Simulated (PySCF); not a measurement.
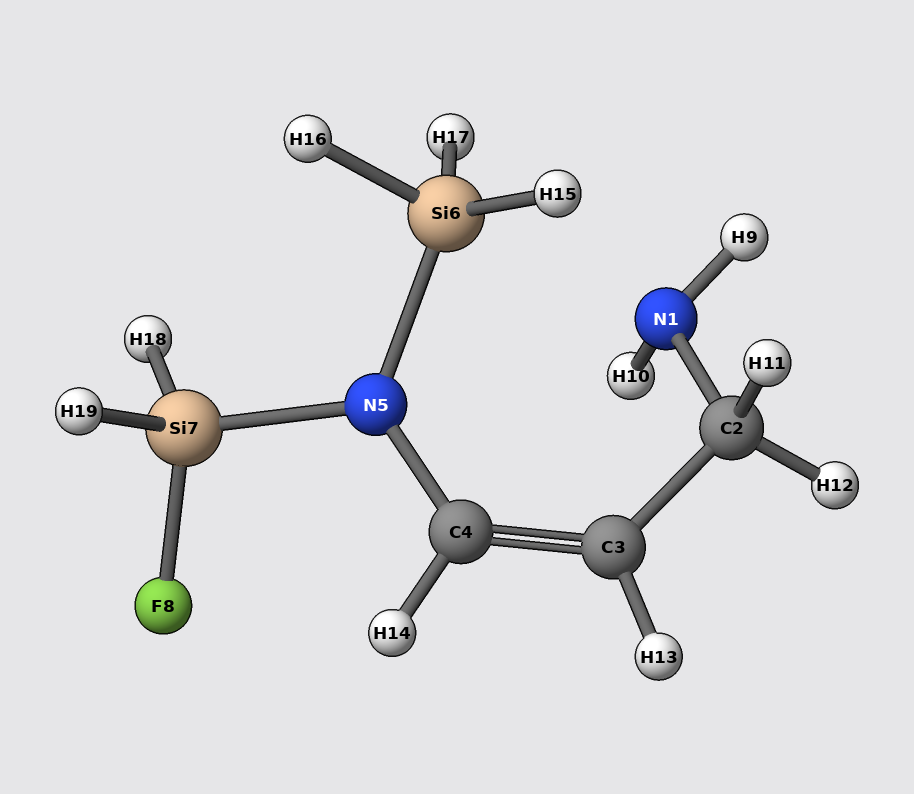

The questions are on isotropic NMR shieldings of the Si atoms. The geometry was computed by an optimisation with GFN2-xTB. No frequency run is at hand to confirm it as a minimum. Level of theory: GIAO PBE0/pcSseg-1 NMR shielding, non-relativistic, gas phase (PySCF 2.14.0).

List the isotropic NMR shieldings of the Si atoms.

| atom | σ (ppm) |
| --- | --- |
| Si6 | 459.5 |
| Si7 | 365.8 |

The geometry is semi-empirical. Around Si such bond lengths and angles can be off by a tenth of an ångström or more and by several degrees, and values that hang on the shape move with them.
